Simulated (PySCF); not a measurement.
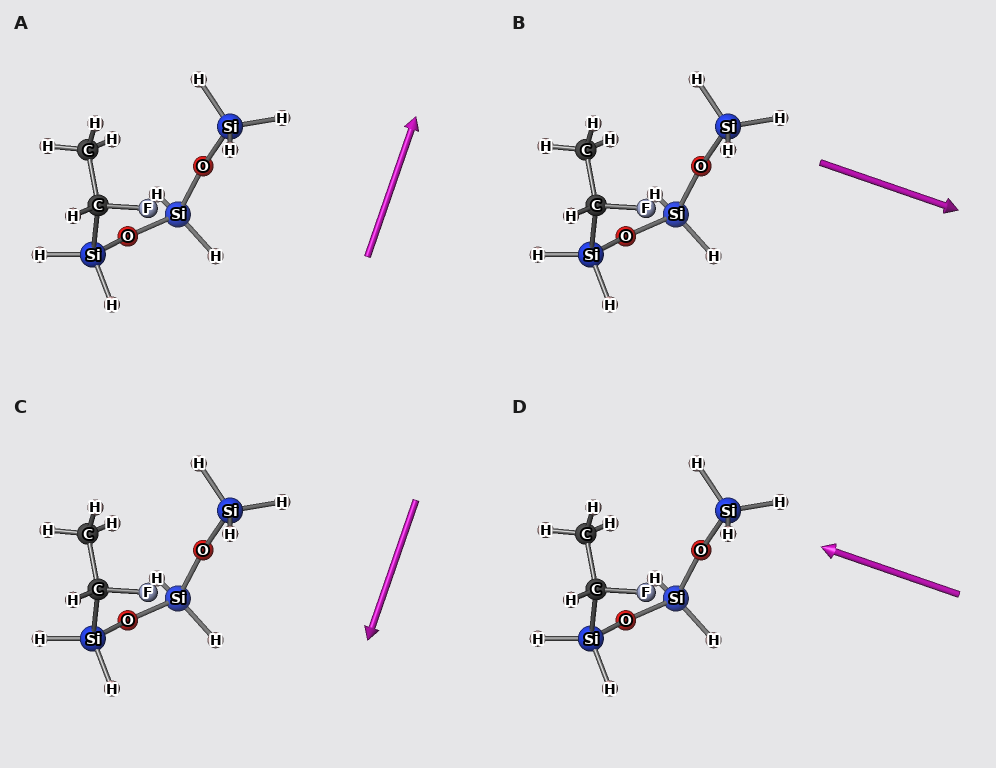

The same molecule four times, each with an arrow. Computed geometry: GFN2-xTB optimisation. No frequency run is at hand to confirm it as a minimum. Level of theory: PBE0/pcSseg-1, gas phase (PySCF 2.14.0).

**Which arrow points along the dipole moment, from the negative to the positive end?**

D. The dipole moment is 1.18 D.

The geometry is semi-empirical. Around Si such bond lengths and angles can be off by a tenth of an ångström or more and by several degrees, and values that hang on the shape move with them.
